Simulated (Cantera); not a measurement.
A closed system holds: 1 mol Si, 5.9 mol NF3, at 9.50 mbar.

These are equilibrium values from Cantera (NASA tables, ideal gas, pure condensed phases), not measurements of a reactor. Candidate condensed phases: Si, Si3N4; 16 gas species. The numbers say what is thermodynamically allowed, not how fast it happens.

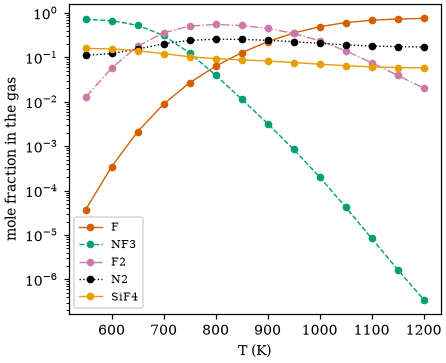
Fig. 1. Equilibrium gas composition (values under 1e-9 drawn at 1e-9)

From 550 K to 1200 K nothing is condensed. The main Si-bearing gas is SiF4 throughout.
